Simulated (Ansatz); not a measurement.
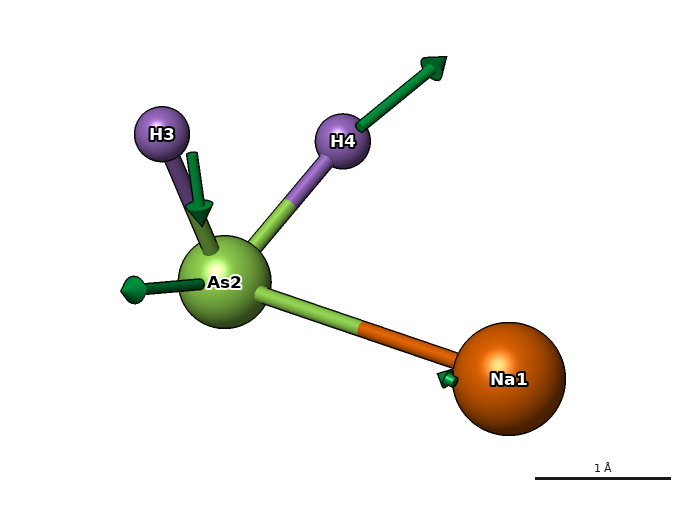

Arrows show the forces on the atoms, 0.9 Å of arrow for 1 eV/Å; forces under a tenth of the largest aren't drawn. Level of theory: PBE0-D4/def2-TZVPP (Ansatz 0.2.0).

> Along which bond is the force strongest?

As2–H4, now 1.477 Å: the forces push its atoms apart, so a first step downhill lengthens it.

List the force components in the frame of the picture (x right, y up, z towards the viewer), in eV/Å.

| atom | Fx | Fy | Fz |
| --- | --- | --- | --- |
| Na1 | −0.15 | 0.08 | −0.08 |
| As2 | −0.66 | −0.06 | 0.92 |
| H3 | 0.09 | −0.61 | −0.25 |
| H4 | 0.73 | 0.59 | −0.59 |
